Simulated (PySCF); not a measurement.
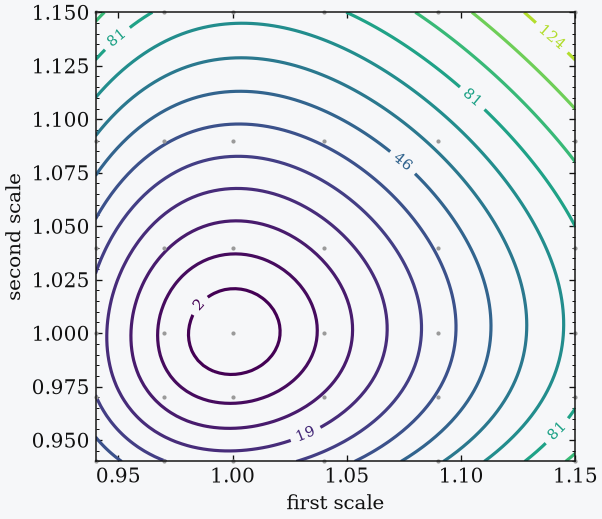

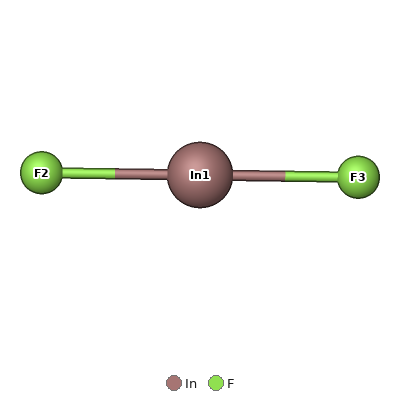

Energy landscape of InF₂⁺, singlet, rigid, from a minimum of the shape that electron-pair counting expects: bond 1-2 scaled first, bond 1-3 second (atom 1 is the central atom; scales multiply the bond lengths of the minimum). PBE0/def2-TZVP (ECP), PySCF, restricted determinant, no spin-orbit coupling; energies count from the minimum, which needn't lie on the grid. The map is drawn from 6 × 6 computed points, interpolated. Contours in kJ/mol, some labelled. Dots mark the computed points.

Question: How does the best value of the first coordinate follow the second?

Answer: It grows from 0.998 to 1.004 as the second goes from 0.94 to 1.15 (from a spline through the points).

Question: Which computed point is the lowest, and which the highest?

Answer: Lowest at 1.00 and 1.00 (0 kJ/mol), highest at 1.15 and 1.15 (139 kJ/mol).
